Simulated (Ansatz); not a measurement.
# InH3 (SMILES [H][In]([H])[H]) at B2PLYP/STO-3G

Aim: the energy change on altering one bond length of InH3 at B2PLYP/STO-3G, from 2 runs. 

The calculation is run with Ansatz 0.2.0.

27 further runs of the same task are left out: 1 that didn't finish, 26 set aside as unsound or not needed.

### 1 The molecule

InH3 has 4 atoms, charge 0, and is taken as a singlet. As SMILES, `[H][In]([H])[H]`. The shape comes from GFN2-xTB, which is rough for such elements, and wasn't checked as a minimum.

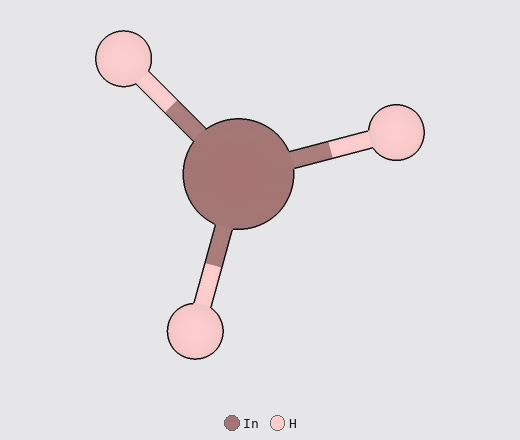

Viewed from a chosen angle; indium brown, hydrogen pink.

### 2 A single-point energy at B2PLYP/STO-3G

input.yaml

```yaml
crystal:
  periodic: [false, false, false]
  atoms:
    - symbol: In
      position_ang: [0.000640, -0.000740, -0.000540]
    - symbol: H
      position_ang: [1.718930, -0.027790, 0.013510]
    - symbol: H
      position_ang: [-0.834510, 1.501400, -0.017780]
    - symbol: H
      position_ang: [-0.885060, -1.472880, 0.004810]
basis:
  gaussian:
    orbitals: STO-3G
total_charge: 0
hamiltonian:
  xc: {name: B2PLYP}
correlation:
  frozen_orbitals: {H: 0, In: 18}
accuracy: high
```

Run with:

```
$ ansatz run input.yaml --threads 1 --pin off --max-ram 2610MiB --events-out events.jsonl --progress --plain --runs-dir runs
```

The program printed:

```text
Warning: RAYON_NUM_THREADS=1 ignored (pool sized by the plan → 1); use --threads N
Functional definition: B2PLYP
  name "B2PLYP"
  parameter a = 0.53
  parameter c = 0.27
  exchange = (1 - a)*b88_x + a*exact_x
  correlation = (1 - c)*lyp_c + c*(mp2_os + mp2_ss)
527 factors; integrals over basis functions are off by at most 4.0e-9 eV
mean field evaluation 1: about -154727.1087 eV, gradient 7.9e0 eV
mean field evaluation 2: about -154727.0769 eV, gradient 7.8e0 eV
mean field evaluation 4: about -154727.4183 eV, gradient 2.6e-1 eV
mean field evaluation 8: about -154727.4186 eV, gradient 7.2e-5 eV
mean field -154727.41862614 eV, -5686.1277564993 hartree, gradient 1.4e-8 eV, S^2 0.000000; 0 other end points of the search recorded, 0 dependent functions left out
18 core orbitals not correlated: weight in the atoms' cores, before any rotation towards them, 1.000 or more for the frozen orbitals, at most 0.000 for the correlated occupied ones
reference -154727.41864251 eV, -5686.1277571010 hartree; 8, 8 occupied and 4, 4 virtual orbitals, 527 factors
second order -1.23421093 eV of doubles, -0.00000000 eV of singles
Total energy: -154727.75187946 eV, -5686.1400033330 hartree
```

Run time: 0.62 s. Hardware: 1 thread of AMD EPYC 9R45 (Zen 5), shared host; peak memory 0.12 GiB.

### 3 The distorted shape

run.yaml

```yaml
crystal:
  periodic: [false, false, false]
  atoms:
    - symbol: In
      position_ang: [-0.428932, 0.006022, -0.004052]
    - symbol: H
      position_ang: [1.718930, -0.027790, 0.013510]
    - symbol: H
      position_ang: [-1.264082, 1.508162, -0.021292]
    - symbol: H
      position_ang: [-1.314632, -1.466118, 0.001298]
basis:
  gaussian:
    orbitals: STO-3G
hamiltonian:
  xc: {name: B2PLYP}
correlation:
  frozen_orbitals: {H: 0, In: 18}
accuracy: high
```

Run with:

```
$ ansatz run run.yaml --threads 1 --pin off --max-ram 2610MiB --events-out events.jsonl --progress --plain --runs-dir runs
```

The program printed (excerpt; [...] marks lines left out):

```text
Warning: RAYON_NUM_THREADS=1 ignored (pool sized by the plan → 1); use --threads N
[... 2 set-up lines as earlier in the session ...]
[...]
527 factors; integrals over basis functions are off by at most 4.0e-9 eV
[...]
mean field -154726.02450650 eV, -5686.0765235477 hartree, gradient 4.4e-8 eV, S^2 0.000000; 0 other end points of the search recorded, 0 dependent functions left out
18 core orbitals not correlated: weight in the atoms' cores, before any rotation towards them, 1.000 or more for the frozen orbitals, at most 0.000 for the correlated occupied ones
reference -154726.02452314 eV, -5686.0765241591 hartree; 8, 8 occupied and 4, 4 virtual orbitals, 527 factors
second order -1.46357099 eV of doubles, -0.00000000 eV of singles
Total energy: -154726.41968731 eV, -5686.0910461744 hartree
```

Run time: 0.64 s. Hardware: 1 thread of AMD EPYC 9R45 (Zen 5), shared host; peak memory 0.12 GiB.

### 4 Outcome

At B2PLYP/STO-3G, 18 core orbitals frozen:

| quantity | value |
| --- | --- |
| first shape: total energy | -5686.14000 Eh |
| distorted shape: total energy | -5686.09105 Eh |
| energy change with the In1–H2 bond stretched from 1.719 to 2.148 Å | 1.332 eV |

In words: With the In1–H2 bond stretched from 1.719 to 2.148 Å the energy rises by 1.33 eV (31 kcal/mol). The first shape isn't relaxed at this level, so the change isn't measured from a minimum. The minimal basis adds a large error of its own. Relativity is left out (first shape) although the molecule holds a heavy atom. Relativity is left out (distorted shape) although the molecule holds a heavy atom.
